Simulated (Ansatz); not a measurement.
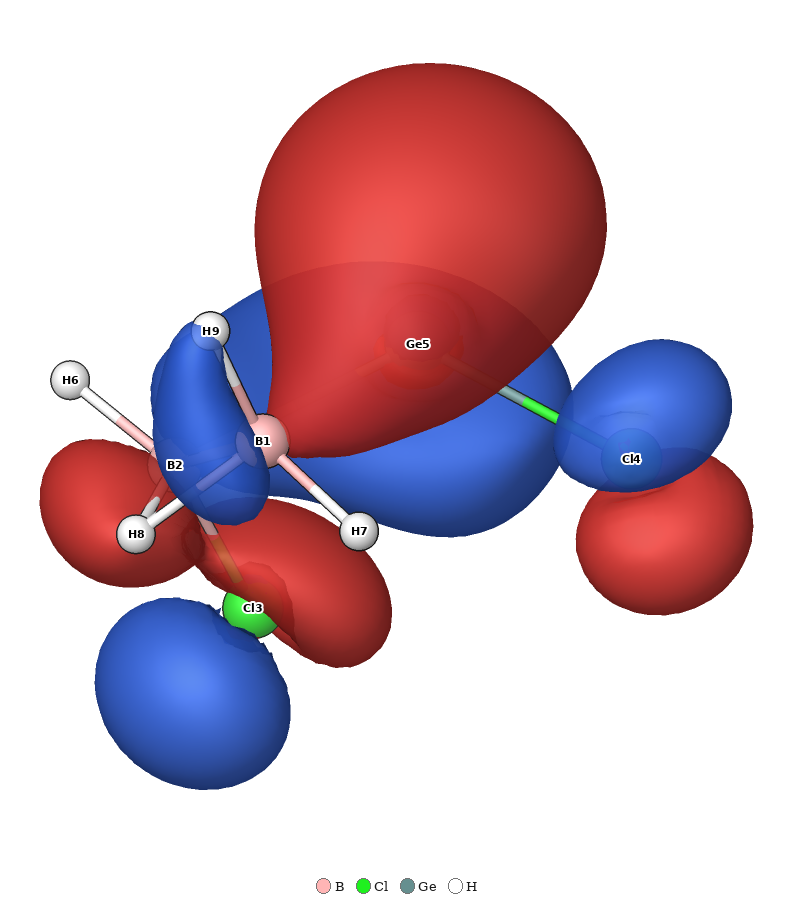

B2Cl2GeH4. The LUMO at ±0.08 Å⁻³ᐟ² (red and blue are the two phases), seen from one side.

Geometry: B3LYP-D3(BJ)/def2-SVP.

Computed with isolated molecule in a Gaussian basis; Kohn-Sham density functional theory, functional PBE0 in Ansatz 0.2.0.

```yaml
atoms:
  - { symbol: B, position_ang: [0.7826, -0.2387, -0.8063] }
  - { symbol: B, position_ang: [-0.7498, -0.4301, -0.1220] }
  - { symbol: Cl, position_ang: [-2.1448, 0.7342, -0.5052] }
  - { symbol: Cl, position_ang: [0.8428, 3.0414, -0.5208] }
  - { symbol: Ge, position_ang: [0.0558, 1.5131, 0.8737] }
  - { symbol: H, position_ang: [-0.9965, -1.2143, 0.7520] }
  - { symbol: H, position_ang: [1.0226, 0.4696, -1.7408] }
  - { symbol: H, position_ang: [-0.2724, -1.0192, -1.1937] }
  - { symbol: H, position_ang: [1.6210, -0.9695, -0.3417] }
```

Question: What is the character of this orbital?

Answer: By Hirshfeld shares it lies mainly on Ge5 (about 60 %), Cl3 (about 15 %), Cl4 (about 10 %), B2 (about 5 %) and B1 (about 5 %). Its energy is −2.83 eV.
